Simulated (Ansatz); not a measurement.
F6Mo···NH2 (doublet)

Input

```
crystal:
  periodic: [false, false, false]
  atoms:
    - { symbol: Mo, position_ang: [0.201799, -0.028806, 0.050779] }
    - { symbol: F, position_ang: [0.867234, -0.099916, 1.731899] }
    - { symbol: F, position_ang: [1.927506, -0.026175, -0.617587] }
    - { symbol: F, position_ang: [0.220841, 1.814084, 0.121904] }
    - { symbol: F, position_ang: [-1.529074, -0.036363, 0.668069] }
    - { symbol: F, position_ang: [0.179781, -1.875298, 0.003515] }
    - { symbol: F, position_ang: [-0.413111, 0.028002, -1.69138] }
    - { symbol: "N", position_ang: [-0.740128, 0.192893, 3.606503] }
    - { symbol: H, position_ang: [-0.636584, -0.740439, 4.065582] }
    - { symbol: H, position_ang: [-0.078263, 0.772018, 4.170715] }
magnetization:
  spin_polarized: true
  initial_magnetization: 1
basis:
  gaussian: { orbitals: def2-SVP }
hamiltonian:
  xc: pbe
relax:
  f_tol: 0.03
  max_steps: 50
output:
  orbitals: {}
```

Run with:

```sh
ansatz run input.yaml --threads 4 --pin off --max-ram 5120MiB --backend cpu --events-out ev --progress --plain --runs-dir out
```

The fields are those of the run's last geometry, not of the input's.

Core potentials replace the inner electrons of Mo.

These are results of Ansatz 0.2.0, UKS PBE/def2-SVP, not measurements.

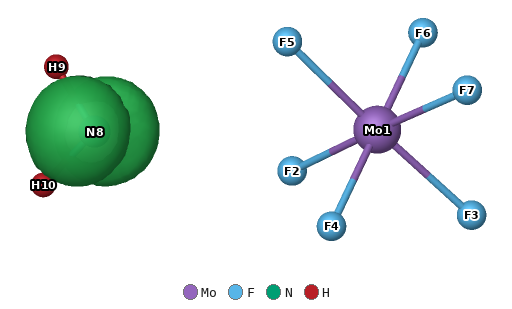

Figure 1. Isosurfaces of the spin density (α minus β) at +0.08 (green) and −0.08 e/Å³ (red), seen across its widest extent.

> Which atoms carry the spin?

The unpaired spin (1 electron) lies mostly on N8 (about 0.9), in electrons by Hirshfeld's partition. Only one sign reaches the isovalue.

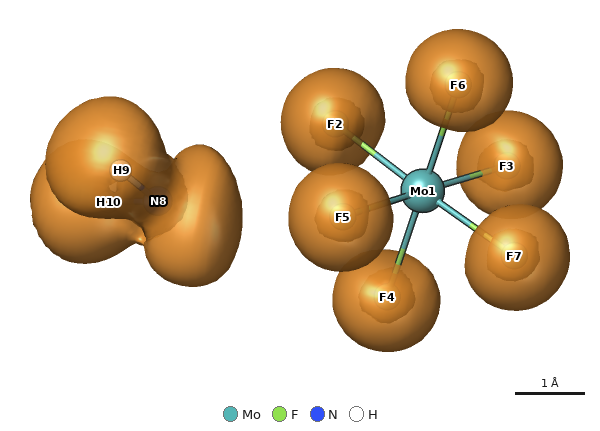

Figure 2. Isosurface of the electron localisation function at 0.75 (orange), seen from one side. Core shells and regions of very low density are left out.

> Identify the bonds, lone pairs and shells in this picture.

At this value the surface marks out six regions wrapped around F (the valence shell of each) and one joined region spread over several atoms (H, N), in which their bonds and any lone pairs are merged. Profiles from the grid: Mo1···N8 (3.85 Å): the ELF dips to about 0 between them (a weak contact between the two molecules). Mo–F (1.84 Å): the ELF peaks at about 0.85 in the valence shell of F, 0.5 Å from its nucleus, and drops to about 0.25 between the two atoms.

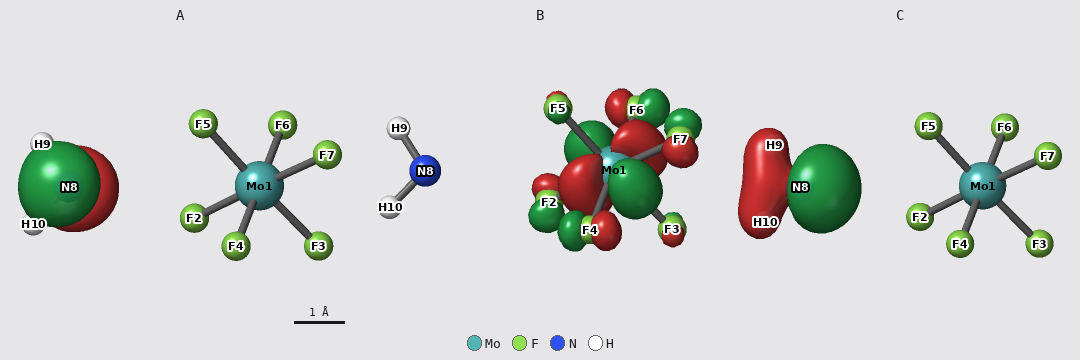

Figure 3. Three frontier orbitals at ±0.2 Å⁻³ᐟ² (green and red are the two phases), in no order.

> Order the three orbitals by energy and name them. All are α orbitals.

C is the HOMO−1 (α) (−7.69 eV). Its weight (Hirshfeld) is mainly on N8 (about 80 %), H10 (about 10 %) and H9 (about 10 %); largely a lone pair of N8. A is the HOMO (α) (−7.37 eV). It lies mainly on N8 (about 90 %); largely a lone pair of N8. B is the LUMO (α) (−5.89 eV). By Hirshfeld shares it lies mainly on Mo1 (about 65 %), F6 (about 10 %), F4 (about 10 %), F2 (about 5 %) and F7 (about 5 %).

> What is the gap between the highest occupied and lowest empty α orbitals?

1.48 eV between the orbital energies.

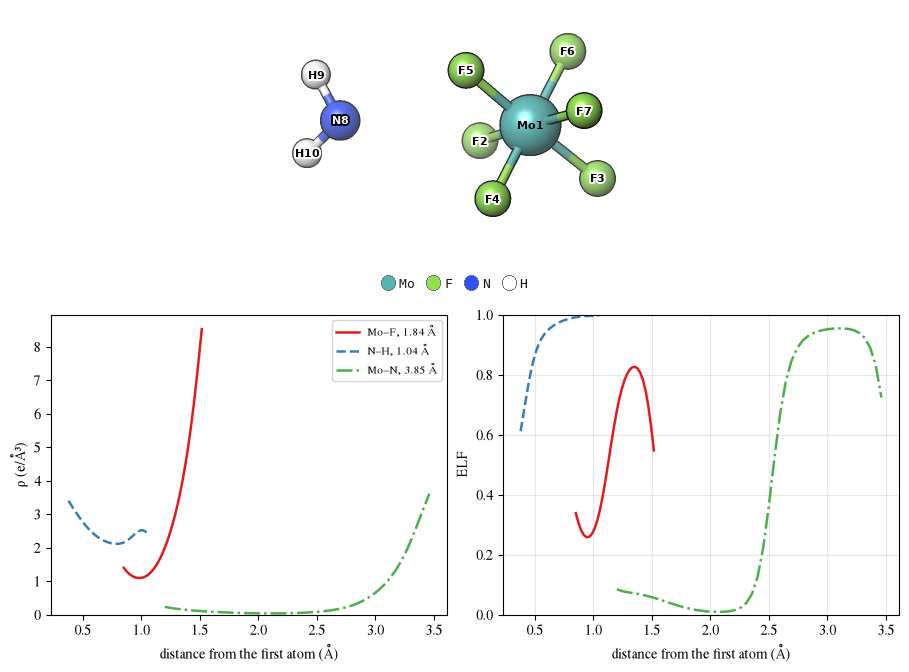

Figure 4. Electron density and electron localisation function along straight lines between neighbouring atoms. The curves leave out the atomic cores. The structure is drawn too.

> Compare the contacts.

Mo–F (1.84 Å): ρ at the midpoint is about 1.2 e/Å³; the ELF peaks at about 0.85 in the valence shell of F, 0.5 Å from its nucleus, and drops to about 0.25 between the two atoms.
N–H (1.04 Å): the density is about 2.7 e/Å³ at the midpoint; the ELF climbs to about 1 towards the hydrogen, as it does in any bond to H (a covalent bond by its length).
Mo1···N8 (3.85 Å): the density falls to about 0.04 e/Å³ on the way; the ELF dips to about 0 between them; a weak contact between the two molecules.
